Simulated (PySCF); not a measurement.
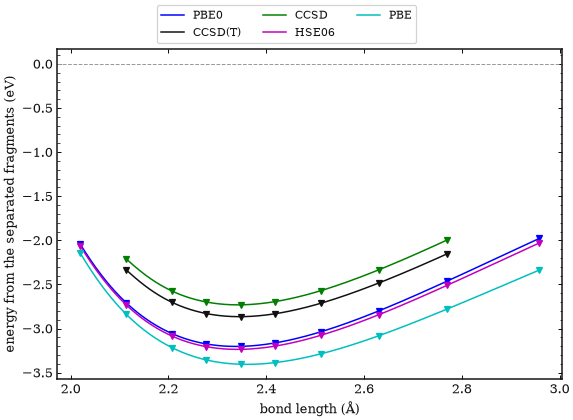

Bond curves of SbCl, triplet (excess alpha electrons: πx +1, πy +1), def2-TZVPP (ECP), PySCF 2.14.0: energy from the separated fragments (atoms in their ground configurations, no counterpoise). One reference determinant with the occupation held, the lowest that a PBE0 search over spins and occupations found; no spin-orbit coupling. Splines pass through the computed points, which are marked. References: UKS for PBE0, PBE and HSE06; UHF for CCSD and CCSD(T).

Question: Where is the minimum of each curve?

Answer: PBE0: near 2.34 Å, −3.20 eV; CCSD(T): near 2.35 Å, −2.87 eV; CCSD: near 2.34 Å, −2.73 eV; HSE06: near 2.34 Å, −3.24 eV; PBE: near 2.36 Å, −3.41 eV (from the spline).

Question: Which curve follows CCSD(T) best, and which worst?

Answer: Best CCSD, worst PBE; largest departures, offsets in depth included: CCSD 0.16, PBE0 0.37, HSE06 0.40, PBE 0.63 eV, over the shared points. CCSD(T) is in the same finite basis, not at its limit.

Question: Order the curves at 2.77 Å.

Answer: PBE −2.78, HSE06 −2.51, PBE0 −2.46, CCSD(T) −2.15, CCSD −1.99 eV, from lowest to highest.

Caveats, for all or some of the runs: lowest determinant of a PBE0 search, another state may lie lower.
